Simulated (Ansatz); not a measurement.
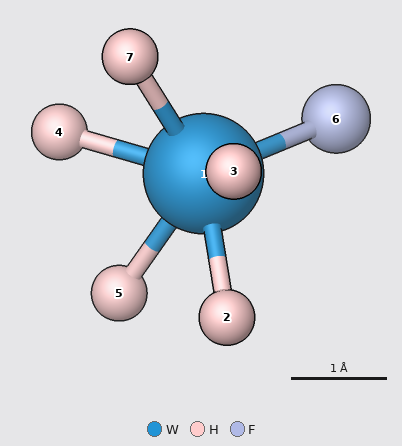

Figure 1. The input geometry (ball-and-stick view, seen at a tilt; atoms are numbered from 1 in the order of the input). Sticks mark near contacts.

**Run report: WH$_{5}$F, nudged elastic band**

WH$_{5}$F, computed with RKS B3LYP-D4/def2-TZVP (Ansatz 0.2.0).

It belongs to a series of runs on one base structure; here: band between the two ends. Figures and captions count atoms from 1; the log counts them from 0 in places.

### Output
```
Engine: ansatz 0.2.0, aarch64-unknown-linux-gnu
Functional definition: B3LYP
  parameter a0 = 0.2
  parameter ax = 0.72
  parameter ac = 0.81
  exchange = (1 - a0 - ax)*slater_x + ax*b88_x + a0*exact_x
  correlation = (1 - ac)*vwn_rpa_c + ac*lyp_c
769 factors; their error is unknown
mean field evaluation 1: about -4624.3288 eV, gradient 3.2e1 eV
mean field evaluation 2: about -4621.7357 eV, gradient 5.5e1 eV
mean field evaluation 4: about -4625.9672 eV, gradient 2.3e0 eV
mean field evaluation 8: about -4625.9796 eV, gradient 2.0e-1 eV
mean field evaluation 16: about -4625.9914 eV, gradient 4.4e-5 eV
mean field -4625.99137189 eV, -170.0020473073 hartree, gradient 4.4e-5 eV, S^2 0.000000; 0 other end points of the search recorded, 0 dependent functions left out
the calculation of the forces begins
reference -4625.99160698 eV, -170.0020559470 hartree; 14, 14 occupied and 87, 87 virtual orbitals, 769 factors
769 factors; their error is unknown
mean field evaluation 32: about -4625.9914 eV, gradient 1.5e-3 eV
mean field -4625.99135350 eV, -170.0020466315 hartree, gradient 1.7e-5 eV, S^2 0.000000; 0 other end points of the search recorded, 0 dependent functions left out
[... from here on the field's lines of each further geometry are left out, up to the last ...]
NEB iter   1: max|band force component| = 8.415e0 eV/Å  barrier→ = 4.6347 eV  barrier← = 4.6347 eV  Δτ_max = 0.1977 Å  (552 SCF iters)
NEB iter   2: max|band force component| = 2.332e0 eV/Å  barrier→ = 3.6002 eV  barrier← = 3.6002 eV  Δτ_max = 0.2000 Å  (397 SCF iters)
NEB iter   3: max|band force component| = 2.351e0 eV/Å  barrier→ = 3.1717 eV  barrier← = 3.1717 eV  Δτ_max = 0.1013 Å  (380 SCF iters)
NEB iter   4: max|band force component| = 1.253e0 eV/Å  barrier→ = 2.8002 eV  barrier← = 2.8002 eV  Δτ_max = 0.2000 Å  (362 SCF iters)
NEB iter   5: max|band force component| = 2.165e0 eV/Å  barrier→ = 2.4049 eV  barrier← = 2.4049 eV  Δτ_max = 0.1015 Å  (364 SCF iters)
NEB iter   6: max|band force component| = 1.810e0 eV/Å  barrier→ = 2.1411 eV  barrier← = 2.1411 eV  Δτ_max = 0.1021 Å  (343 SCF iters)
NEB iter   7: max|band force component| = 1.181e0 eV/Å  barrier→ = 1.8873 eV  barrier← = 1.8873 eV  Δτ_max = 0.2000 Å  (336 SCF iters)
NEB iter   8: max|band force component| = 1.215e0 eV/Å  barrier→ = 1.6898 eV  barrier← = 1.6898 eV  Δτ_max = 0.1018 Å  (341 SCF iters)
NEB iter   9: max|band force component| = 1.050e0 eV/Å  barrier→ = 1.6398 eV  barrier← = 1.6398 eV  Δτ_max = 0.1037 Å  (317 SCF iters)
NEB iter  10: max|band force component| = 6.911e-1 eV/Å  barrier→ = 1.5229 eV  barrier← = 1.5229 eV  Δτ_max = 0.0997 Å  (319 SCF iters)
NEB iter  11: max|band force component| = 5.803e-1 eV/Å  barrier→ = 1.4086 eV  barrier← = 1.4086 eV  Δτ_max = 0.1005 Å  (311 SCF iters)
NEB iter  12: max|band force component| = 4.689e-1 eV/Å  barrier→ = 1.3006 eV  barrier← = 1.3005 eV  CI = image 5  Δτ_max = 0.1016 Å  (299 SCF iters)
NEB iter  13: max|band force component| = 4.142e-1 eV/Å  barrier→ = 1.2690 eV  barrier← = 1.2690 eV  CI = image 5  Δτ_max = 0.0654 Å  (308 SCF iters)
NEB iter  14: max|band force component| = 1.737e-1 eV/Å  barrier→ = 1.2492 eV  barrier← = 1.2492 eV  CI = image 5  Δτ_max = 0.0631 Å  (307 SCF iters)
NEB iter  15: max|band force component| = 2.472e-1 eV/Å  barrier→ = 1.2355 eV  barrier← = 1.2355 eV  CI = image 5  Δτ_max = 0.0315 Å  (301 SCF iters)
NEB iter  16: max|band force component| = 7.792e-2 eV/Å  barrier→ = 1.2262 eV  barrier← = 1.2262 eV  CI = image 5  Δτ_max = 0.0315 Å  (302 SCF iters)
NEB iter  17: max|band force component| = 7.231e-2 eV/Å  barrier→ = 1.2203 eV  barrier← = 1.2203 eV  CI = image 5  Δτ_max = 0.0316 Å  (286 SCF iters)
NEB iter  18: max|band force component| = 5.532e-2 eV/Å  barrier→ = 1.2157 eV  barrier← = 1.2157 eV  CI = image 5  Δτ_max = 0.0315 Å  (296 SCF iters)
NEB iter  19: max|band force component| = 4.740e-2 eV/Å  barrier→ = 1.2123 eV  barrier← = 1.2123 eV  CI = image 5  Δτ_max = 0.0302 Å  (288 SCF iters)
NEB iter  20: max|band force component| = 3.734e-2 eV/Å  barrier→ = 1.2089 eV  barrier← = 1.2089 eV  CI = image 5  Δτ_max = 0.0314 Å  (287 SCF iters)
NEB iter  21: max|band force component| = 3.086e-2 eV/Å  barrier→ = 1.2059 eV  barrier← = 1.2059 eV  CI = image 5  Δτ_max = 0.0250 Å  (286 SCF iters)
NEB iter  22: max|band force component| = 1.690e-2 eV/Å  barrier→ = 1.2044 eV  barrier← = 1.2044 eV  CI = image 5  Δτ_max = 0.0155 Å  (278 SCF iters)
NEB iter  23: max|band force component| = 3.006e-2 eV/Å  barrier→ = 1.2038 eV  barrier← = 1.2038 eV  CI = image 5  Δτ_max = 0.0157 Å  (34 SCF iters)
NEB iter  24: max|band force component| = 1.644e-2 eV/Å  barrier→ = 1.2036 eV  barrier← = 1.2036 eV  CI = image 5  Δτ_max = 0.0162 Å  (507 SCF iters)
NEB iter  25: max|band force component| = 3.048e-2 eV/Å  barrier→ = 1.2035 eV  barrier← = 1.2035 eV  CI = image 5  Δτ_max = 0.0081 Å  (34 SCF iters)
the calculation of the forces begins
reference -4625.77838835 eV, -169.9942203066 hartree; 14, 14 occupied and 87, 87 virtual orbitals, 769 factors
769 factors; their error is unknown
mean field -4624.78937073 eV, -169.9578745796 hartree, gradient 2.8e-5 eV, S^2 0.000000; 1 other end points of the search recorded, 0 dependent functions left out
the calculation of the forces begins
reference -4624.78960664 eV, -169.9578832491 hartree; 14, 14 occupied and 87, 87 virtual orbitals, 769 factors
NEB iter  26: max|band force component| = 2.006e-2 eV/Å  barrier→ = 1.2034 eV  barrier← = 1.2034 eV  CI = image 5  Δτ_max = 0.0000 Å  (521 SCF iters)
```

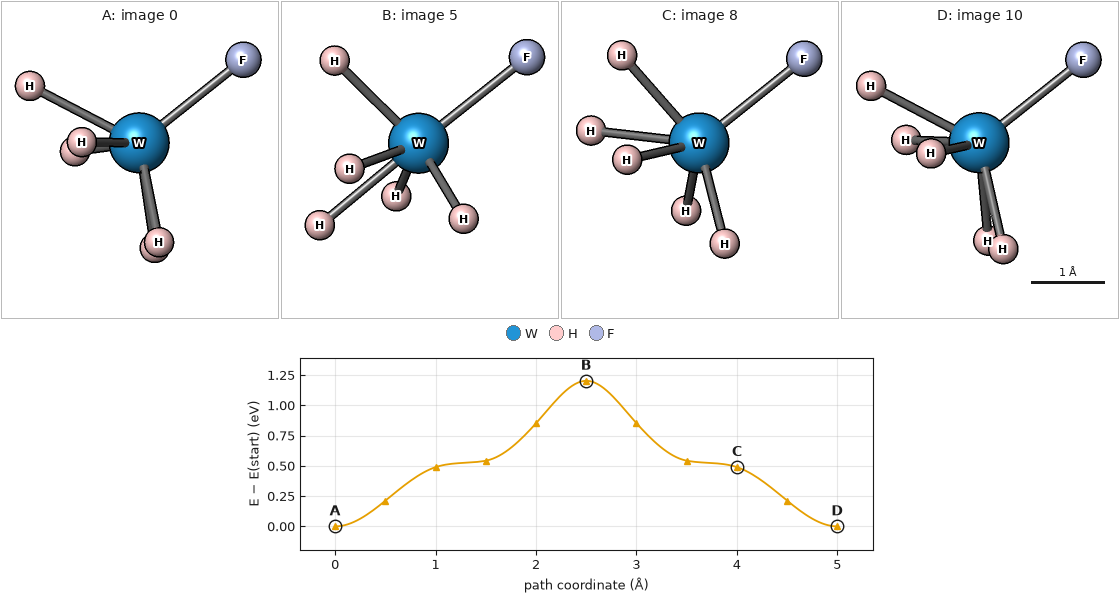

Figure 2. Images of the last band (counted from 0; ball-and-stick, seen at a tilt) above the energy along the path; the line is a cubic interpolation that uses the forces. The highest image is number 5, 1.203 eV above the start and 1.203 eV above the end (the climbing image); start and end have the same energy. The path is 5.00 Å long. The band converged in 26 iterations.

```
Total energy: -4624.96765397 eV, -169.9644263676 hartree
Atom 0 at     0.116082    -0.285717    -0.062844 Å, force    -0.005044    -0.003151     0.004695 eV/Å
Atom 1 at     0.157083     0.679360     1.292828 Å, force     0.006171    -0.000572    -0.000067 eV/Å
Atom 2 at     1.560627    -0.176069     0.794452 Å, force    -0.000174     0.001049     0.001293 eV/Å
Atom 3 at     0.205068     1.468988    -0.144337 Å, force    -0.001171     0.000667    -0.001956 eV/Å
Atom 4 at    -1.316985    -0.030377     0.782733 Å, force    -0.000800    -0.001261    -0.003464 eV/Å
Atom 5 at     0.020571    -2.181015    -0.148854 Å, force     0.000406     0.001218    -0.000116 eV/Å
Atom 6 at     0.157255     0.394827    -1.614278 Å, force     0.000612     0.002050    -0.000386 eV/Å
Dipole moment:    -0.002683    -0.053737    -0.096050 e Å
this run last wrote the band of iteration 26 to [file]; this run last wrote the band within `neb.f_tol` of iteration 24 to [file]
```

### The last band as extended XYZ (Å, eV, eV/Å)
```
7
Properties=species:S:1:pos:R:3:forces:R:3 image=0 energy=-4626.17080
W     0.0808   -0.2361    0.0808   -0.0065  -0.0189  -0.0065
H     0.4260    0.0487    1.7073   -0.0004   0.0005   0.0035
H     1.7073    0.0487    0.4260    0.0035   0.0005  -0.0004
H    -0.8175    0.8741   -0.8175    0.0002  -0.0006   0.0002
H    -1.1345    0.5591    0.9392   -0.0010  -0.0005   0.0004
F    -0.3016   -1.9837   -0.3016    0.0038   0.0197   0.0038
H     0.9392    0.5591   -1.1345    0.0004  -0.0005  -0.0010
7
Properties=species:S:1:pos:R:3:forces:R:3 image=1 energy=-4625.95835
W     0.1297   -0.2483    0.0523   -0.1176   0.0086   0.0611
H     0.3883    0.2934    1.6298    0.0917  -0.2901   0.1545
H     1.7519   -0.0772    0.5252   -0.0339   0.1494  -0.2195
H    -0.7257    1.0386   -0.6273   -0.1341  -0.1548  -0.2829
H    -1.1856    0.3431    0.8973   -0.0136   0.2688   0.0960
F    -0.3173   -1.9930   -0.2980    0.0273   0.0054  -0.0169
H     0.8585    0.5134   -1.2796    0.1803   0.0127   0.2076
7
Properties=species:S:1:pos:R:3:forces:R:3 image=2 energy=-4625.68108
W     0.2098   -0.2560    0.0084   -0.0432  -0.0063   0.0222
H     0.3513    0.5122    1.5103    0.0264  -0.0922   0.0775
H     1.7845   -0.1924    0.6549    0.0165   0.0480  -0.0942
H    -0.6305    1.1503   -0.4206   -0.0930  -0.0556  -0.1026
H    -1.1618    0.1664    0.8499   -0.0089   0.0997   0.0423
F    -0.3590   -1.9963   -0.2598   -0.0048   0.0011  -0.0099
H     0.7055    0.4857   -1.4434    0.1070   0.0053   0.0648
7
Properties=species:S:1:pos:R:3:forces:R:3 image=3 energy=-4625.62765
W     0.2817   -0.2522   -0.0328    0.0197   0.0010   0.0083
H     0.3192    0.6854    1.3647    0.0327   0.0111   0.0172
H     1.7612   -0.2792    0.8084    0.0331  -0.0152  -0.0068
H    -0.4634    1.2488   -0.2398   -0.1378  -0.0633  -0.0341
H    -1.1393   -0.0002    0.7875    0.0252   0.0167   0.0132
F    -0.3601   -1.9943   -0.2221   -0.0530   0.0387  -0.0143
H     0.5003    0.4616   -1.5662    0.0801   0.0111   0.0165
7
Properties=species:S:1:pos:R:3:forces:R:3 image=4 energy=-4625.31803
W     0.2485   -0.2732   -0.0552    0.2669   0.0211   0.0198
H     0.2216    0.6833    1.3125    0.1132   0.0272   0.0391
H     1.6794   -0.2171    0.8292    0.2320  -0.0531   0.0701
H    -0.1314    1.4009   -0.1689   -0.6859  -0.1337  -0.0532
H    -1.2073   -0.0335    0.7504    0.2049  -0.0296  -0.0644
F    -0.2100   -2.0963   -0.1545   -0.4032   0.1641  -0.0120
H     0.2989    0.4058   -1.6139    0.2722   0.0040   0.0007
7
Properties=species:S:1:pos:R:3:forces:R:3 image=5 energy=-4624.96742
W     0.1161   -0.2857   -0.0628   -0.0050  -0.0032   0.0047
H     0.1571    0.6794    1.2928    0.0062  -0.0006  -0.0001
H     1.5606   -0.1761    0.7945   -0.0002   0.0010   0.0013
H     0.2051    1.4690   -0.1443   -0.0012   0.0007  -0.0020
H    -1.3170   -0.0304    0.7827   -0.0008  -0.0013  -0.0035
F     0.0206   -2.1810   -0.1489    0.0004   0.0012  -0.0001
H     0.1573    0.3948   -1.6143    0.0006   0.0021  -0.0004
7
Properties=species:S:1:pos:R:3:forces:R:3 image=6 energy=-4625.31790
W    -0.0318   -0.2514   -0.0535   -0.2594   0.0567   0.0424
H     0.1686    0.6804    1.3170   -0.1042   0.0404   0.0403
H     1.4637   -0.2330    0.7145   -0.2118   0.0006  -0.0613
H     0.5858    1.3503   -0.1686    0.6549  -0.2326  -0.0774
H    -1.4154    0.0052    0.8697   -0.2374  -0.0186   0.0731
F     0.1520   -2.1212   -0.1719    0.4238   0.1058  -0.0232
H    -0.0232    0.4395   -1.6075   -0.2660   0.0478   0.0061
7
Properties=species:S:1:pos:R:3:forces:R:3 image=7 energy=-4625.62755
W    -0.0866   -0.2151   -0.0104   -0.0136   0.0079   0.0191
H     0.2323    0.6969    1.3681   -0.0305   0.0167   0.0206
H     1.4438   -0.2609    0.6314   -0.0211   0.0179   0.0147
H     0.9142    1.1082   -0.3243    0.1143  -0.0898  -0.0550
H    -1.4300    0.0468    1.0013   -0.0362  -0.0085  -0.0024
F     0.1658   -2.0488   -0.2493    0.0584   0.0269  -0.0220
H    -0.3398    0.5429   -1.5170   -0.0713   0.0289   0.0250
7
Properties=species:S:1:pos:R:3:forces:R:3 image=8 energy=-4625.68085
W    -0.0323   -0.2255    0.0347    0.0425  -0.0138   0.0185
H     0.3421    0.5141    1.5107   -0.0306  -0.0847   0.0836
H     1.5477   -0.1753    0.5536    0.0416   0.0920   0.0361
H     1.0169    0.9425   -0.6003    0.0512  -0.0730  -0.1205
H    -1.3681    0.2055    0.9999   -0.0240   0.0524  -0.0905
F     0.0215   -2.0444   -0.3006    0.0035  -0.0034  -0.0119
H    -0.6280    0.6531   -1.2983   -0.0841   0.0305   0.0847
7
Properties=species:S:1:pos:R:3:forces:R:3 image=9 energy=-4625.95745
W     0.0391   -0.2346    0.0658    0.1270  -0.0287   0.0274
H     0.4078    0.2930    1.6260   -0.1233  -0.2573   0.1873
H     1.6526   -0.0860    0.4761    0.1176   0.2488   0.0765
H     1.0012    0.7764   -0.8837   -0.0035  -0.1742  -0.3036
H    -1.2597    0.3790    0.9719    0.0115   0.1422  -0.2271
F    -0.1566   -2.0179   -0.3191   -0.0281   0.0129  -0.0093
H    -0.7848    0.7601   -1.0373   -0.1012   0.0562   0.2488
7
Properties=species:S:1:pos:R:3:forces:R:3 image=10 energy=-4626.17079
W     0.0811   -0.2365    0.0808    0.0014   0.0114   0.0019
H     0.4250    0.0490    1.7076    0.0002  -0.0020   0.0014
H     1.7074    0.0494    0.4265    0.0014  -0.0008  -0.0006
H     0.9391    0.5612   -1.1332    0.0010  -0.0048  -0.0028
H    -1.1343    0.5590    0.9390   -0.0034  -0.0035  -0.0008
F    -0.3004   -1.9835   -0.3023    0.0004  -0.0034   0.0002
H    -0.8183    0.8715   -0.8187   -0.0010   0.0031   0.0007
```

This output came from the following input.

### The input
```yaml
crystal:
  periodic: [false, false, false]
  atoms:
    - { symbol: W, position_ang: [0.080831, -0.236065, 0.080831] }
    - { symbol: H, position_ang: [0.426024, 0.048732, 1.707275] }
    - { symbol: H, position_ang: [1.707275, 0.048732, 0.426024] }
    - { symbol: H, position_ang: [-0.81753, 0.874107, -0.81753] }
    - { symbol: H, position_ang: [-1.13453, 0.559107, 0.939242] }
    - { symbol: F, position_ang: [-0.301612, -1.983723, -0.301612] }
    - { symbol: H, position_ang: [0.939242, 0.559107, -1.13453] }
basis:
  gaussian: { orbitals: def2-TZVP }
hamiltonian:
  xc: b3lyp
  dispersion: d4
neb:
  order_check: false
  images: 9
  f_tol: 0.03
  max_iterations: 60
  final_atoms:
    - { symbol: W, position_ang: [0.08108701, -0.23651297, 0.08083562] }
    - { symbol: H, position_ang: [0.42503924, 0.0490062, 1.70761088] }
    - { symbol: H, position_ang: [1.70744328, 0.04935624, 0.42650965] }
    - { symbol: H, position_ang: [0.93912173, 0.56115868, -1.13318802] }
    - { symbol: H, position_ang: [-1.13428191, 0.55896537, 0.93897518] }
    - { symbol: F, position_ang: [-0.3004195, -1.98350567, -0.30229898] }
    - { symbol: H, position_ang: [-0.81828984, 0.87152914, -0.81874434] }
  initial_path:
    images:
      - { positions_ang: [[0.080831, -0.236065, 0.080831], [0.426024, 0.048732, 1.707275], [1.707275, 0.048732, 0.426024], [-0.81753, 0.874107, -0.81753], [-1.13453, 0.559107, 0.939242], [-0.301612, -1.983723, -0.301612], [0.939242, 0.559107, -1.13453]] }
      - { positions_ang: [[0.06466, -0.18891914, 0.06466], [0.53137395, 0.03960178, 1.69919475], [1.69919475, 0.03960178, 0.53137395], [-0.65447744, 1.04321787, -0.65447744], [-1.25162851, 0.44676982, 0.75138909], [-0.24081185, -1.95704491, -0.24081185], [0.75138909, 0.44676982, -1.25162851]] }
      - { positions_ang: [[0.048489, -0.14177328, 0.048489], [0.63672391, 0.03047155, 1.69111451], [1.69111451, 0.03047155, 0.63672391], [-0.49142488, 1.21232875, -0.49142488], [-1.36872702, 0.33443263, 0.56353618], [-0.1800117, -1.93036683, -0.1800117], [0.56353618, 0.33443263, -1.36872702]] }
      - { positions_ang: [[0.032318, -0.09462743, 0.032318], [0.74207386, 0.02134133, 1.68303426], [1.68303426, 0.02134133, 0.74207386], [-0.32837233, 1.38143962, -0.32837233], [-1.48582552, 0.22209545, 0.37568328], [-0.11921155, -1.90368874, -0.11921155], [0.37568328, 0.22209545, -1.48582552]] }
      - { positions_ang: [[0.016147, -0.04748157, 0.016147], [0.84742382, 0.0122111, 1.67495402], [1.67495402, 0.0122111, 0.84742382], [-0.16531977, 1.55055049, -0.16531977], [-1.60292403, 0.10975826, 0.18783037], [-0.0584114, -1.87701065, -0.0584114], [0.18783037, 0.10975826, -1.60292403]] }
      - { positions_ang: [[-2.4e-05, -0.00033571, -2.4e-05], [0.95277377, 0.00308088, 1.66687377], [1.66687377, 0.00308088, 0.95277377], [-0.00226721, 1.71966136, -0.00226721], [-1.72002254, -0.00257892, -2.254e-05], [0.00238875, -1.85033257, 0.00238875], [-2.254e-05, -0.00257892, -1.72002254]] }
      - { positions_ang: [[0.0161982, -0.04757116, 0.01614792], [0.84722686, 0.01226594, 1.67502119], [1.67498767, 0.01233595, 0.84752095], [0.18601058, 1.48796083, -0.22845137], [-1.60287441, 0.10972994, 0.18777701], [-0.0581729, -1.87696719, -0.0585488], [-0.163676, 0.17224269, -1.5397669]] }
      - { positions_ang: [[0.0324204, -0.09480662, 0.03231985], [0.74167996, 0.02145101, 1.68316861], [1.68310157, 0.02159102, 0.74226812], [0.37428837, 1.25626029, -0.45463553], [-1.48572629, 0.2220388, 0.37557655], [-0.11873455, -1.90360181, -0.11948634], [-0.32732946, 0.3470643, -1.35951126]] }
      - { positions_ang: [[0.0486426, -0.14204207, 0.04849177], [0.63613305, 0.03063607, 1.69131604], [1.69121547, 0.0308461, 0.6370153], [0.56256616, 1.02455975, -0.68081969], [-1.36857816, 0.33434766, 0.56337609], [-0.1792962, -1.93023643, -0.18042389], [-0.49098292, 0.52188592, -1.17925562]] }
      - { positions_ang: [[0.06486481, -0.18927752, 0.06466369], [0.53058615, 0.03982114, 1.69946346], [1.69932937, 0.04010117, 0.53176248], [0.75084394, 0.79285922, -0.90700385], [-1.25143004, 0.44665651, 0.75117564], [-0.23985785, -1.95687105, -0.24136144], [-0.65463638, 0.69670753, -0.99899998]] }
      - { positions_ang: [[0.08108701, -0.23651297, 0.08083562], [0.42503924, 0.0490062, 1.70761088], [1.70744328, 0.04935624, 0.42650965], [0.93912173, 0.56115868, -1.13318802], [-1.13428191, 0.55896537, 0.93897518], [-0.3004195, -1.98350567, -0.30229898], [-0.81828984, 0.87152914, -0.81874434]] }
```

Launched with:
```bash
ansatz run input.yaml --threads 4 --pin off --max-ram 5120MiB --backend cpu --events-out ev --progress --plain --runs-dir out
```

### Key numbers

- outcome: converged
- barrier, forward: 1.203 eV
- barrier, backward: 1.203 eV
- hardware: 4 threads of Arm Neoverse V1, 24 GiB of memory available, shared host
- wall time: 3.5 min (CPU time 13 min)
- peak memory: 0.21 GiB

The order of the saddle point was not checked.
